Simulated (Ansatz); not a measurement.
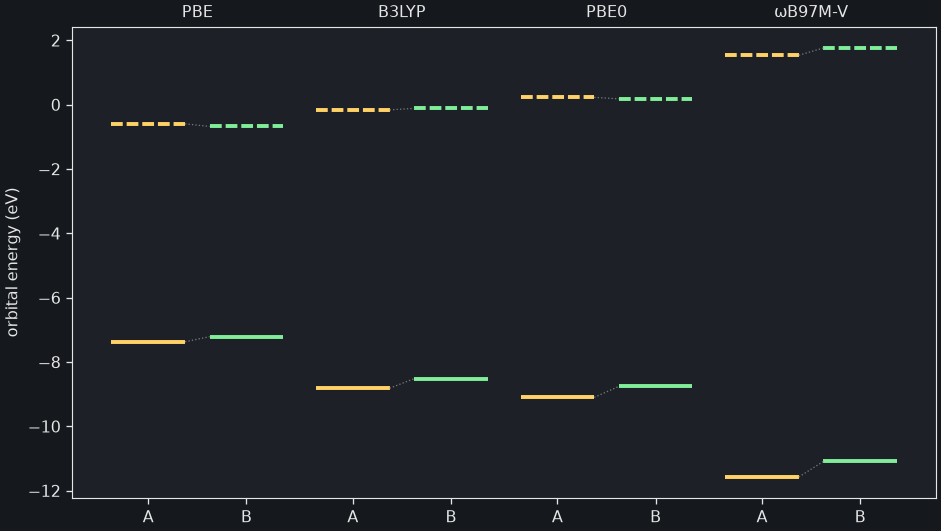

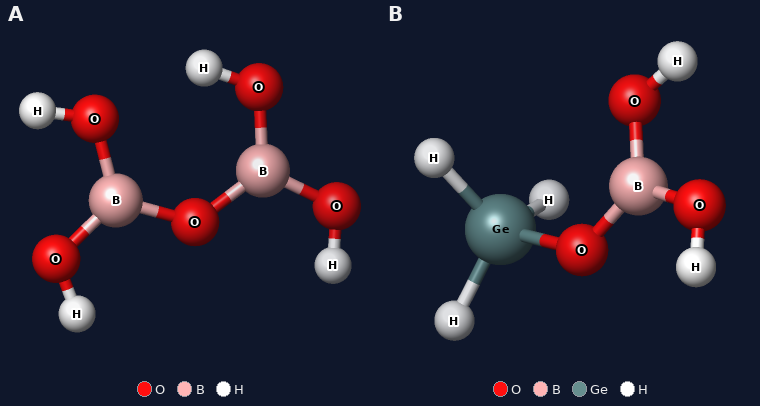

One change: A, B₂H₄O₅ (SMILES OB(O)OB(O)O), becomes B, BGeH₅O₃ (SMILES OB(O)[O][GeH3]). BH₂O₂ (bound through B) on O is replaced by GeH₃. HOMO (solid) and LUMO (dashed) computed in def2-TZVPP at PBE0-D4/def2-TZVP geometries, both minima by their frequencies, gas phase, the Ansatz code. Empty levels above zero depend strongly on the basis.

What does the change do to HOMO and LUMO?

Answer. PBE: the HOMO rises by 0.16 eV, the LUMO falls by 0.08 eV, and the separation goes from 6.78 to 6.53 eV. B3LYP: the HOMO rises by 0.30 eV, the LUMO rises by 0.05 eV, and the separation goes from 8.65 to 8.40 eV. PBE0: the HOMO rises by 0.34 eV, the LUMO falls by 0.05 eV, and the separation goes from 9.33 to 8.94 eV. ωB97M-V: the HOMO rises by 0.48 eV, the LUMO rises by 0.23 eV, and the separation goes from 13.11 to 12.85 eV.

Do the functionals agree on the effect?

Answer. Not on every direction; the HOMO shift lies between 0.16 and 0.48 eV and the LUMO shift between −0.08 and 0.23 eV, while the separations themselves differ by up to 6.3 eV between functionals.

Caveats: one conformer of each flexible molecule.
